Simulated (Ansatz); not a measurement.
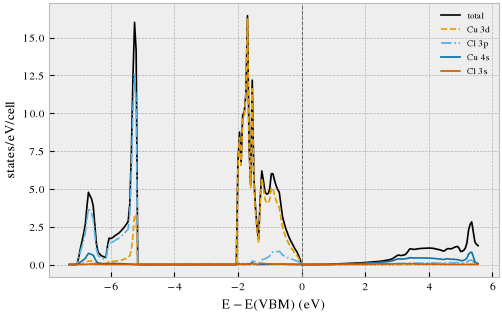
Total and projected density of states of CuCl (zinc blende, F-43m), PBEsol in the plane-wave PAW code Ansatz

Problem. Which orbitals carry the states next to the gap?

Solution. Top 1 eV of the valence band: Cu 3d 80 %, Cl 3p 18 %. Bottom 1 eV of the conduction band: Cu 4s 64 %, Cl 3s 20 %, Cl 3p 12 %. Projections are on Löwdin-orthogonalised atomic valence shells; empty p or d shells of many metals are not among them.

Problem. Where is the tallest occupied peak in this window, and what makes it?

Solution. Near -1.7 eV, about 16 states/eV per cell; the largest projected share is Cu 3d.

The PBEsol relaxation kept the symmetry of its start. No spin polarisation was allowed.

Potentials: the later of the program's two PAW sets.
